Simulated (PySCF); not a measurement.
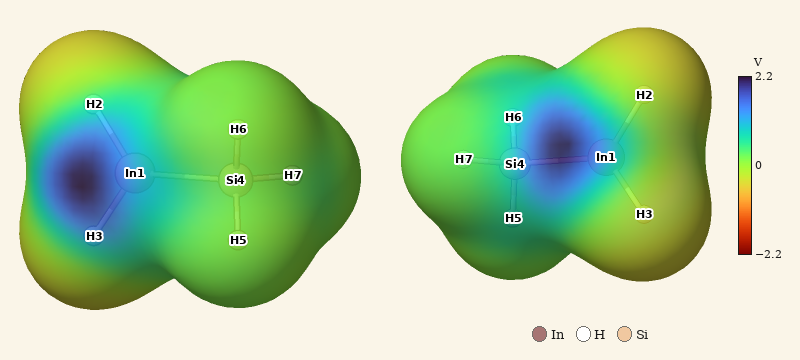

Figure. InH2(SiH3) (H$_{5}$InSi). Electrostatic potential on the surface of electron density 0.001 a.u. (back view left, front view right).

Computed with PySCF, PBE/def2-SVPD, geometry: GFN2-xTB. Core potentials replace the inner electrons of In; spin–orbit coupling isn't included. No frequency check shows the geometry to be a minimum. GFN2-xTB bond lengths at metals and heavier atoms can be off by up to 0.1 Å and shapes distorted, which carries into these values.

Where are the extremes of the potential on the surface?

Answer. Highest: 2.14 V, over In1, off the plane of its three bonds (2.0 Å). Further maxima include 0.33 V, near H7 (2.10 Å), H5 (2.12 Å), Si4 (2.21 Å) and H6 (2.30 Å). Lowest: −0.48 V, 1.6 Å from H2, and at like points elsewhere. Further minima include 0.01 V, 1.5 Å from H5, and at like points elsewhere; 0.07 V, 1.5 Å from H7. The surface is sampled at points, so like sites can differ by a few per cent and only the strongest of them is named.

What volume does the surface enclose, and what is the dipole moment?

Answer. About 114 Å³; the dipole moment is 0.8 D.

Run time: 11 s on 1 thread of Arm Neoverse V1, with other jobs on the host, peak memory 0.37 GiB.
